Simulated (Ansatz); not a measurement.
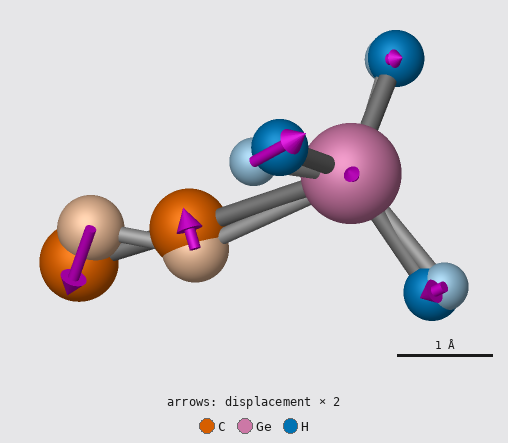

A relaxation of C2H3Ge (charge +1). The starting structure is drawn faded, the final one solid; purple arrows show the displacements, magnified 2 times. The two geometries are superimposed by the best rigid fit.

The picture is a ball-and-stick view, seen at a tilt.

The run prepares an end point of a later path (torsion) calculation, from a guessed geometry.

Theory: Ansatz, RHF/def2-TZVP. Set-up: no spin polarisation; force threshold 0.015 eV/Å; at most 40 steps.

Q: What did the optimiser do to the structure, and how much energy did it gain?

A: The atom that moves furthest after the best rigid fit is a C atom (0.46 Å). Largest moves by element: C 0.46 Å, H 0.41 Å, Ge 0.08 Å. Near-neighbour distances that change, for instance: C–C 1.178 → 1.352 Å, C–Ge 2.061 → 2.077 Å, Ge–H 1.504 → 1.515 Å, Ge–H 1.533 → 1.525 Å. Bond angles that change, for instance: C–C–Ge 146.3° → 175.9°, C–Ge–H 78.8° → 94.2°, H–Ge–H 121.2° → 118.1°. The energy falls by 33.2 kcal/mol in 8 accepted moves (11 points after the start). Largest force component: 11 eV/Å at the start, 0.0052 eV/Å at the end. The line search rejected the trial steps at points 2, 8, 9 of the run.
